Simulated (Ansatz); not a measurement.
The reference is AgI in the wurtzite structure (space group P6_3mc, No. 186; a = 4.560 Å, c = 7.451 Å). Axes: x lies along a and z along c of the hexagonal cell.

Perturbation: tensile biaxial strain of 0.44 % in the plane normal to [001], as in epitaxy on a mismatched substrate; the out-of-plane cell vector and the atoms relax.

Level of theory: DFT with PBEsol, PAW potentials and a 420 eV plane-wave cutoff in Ansatz (a program for electronic structure), no spin-orbit coupling, earlier PAW set.

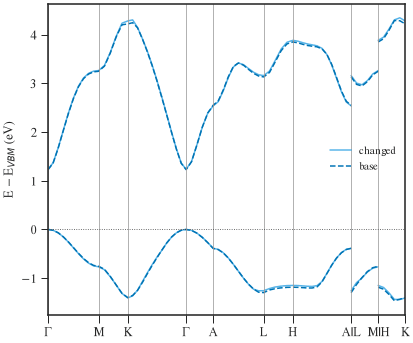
Figure. Highest valence and lowest conduction band along the path, each from its own valence-band maximum

### Question
From the figure, how large is the changed gap, and is it direct?

### Answer
About 1.2 eV, direct at Γ.

With I present, leaving out spin-orbit coupling can change the band edges. Stability against distortions was not tested.
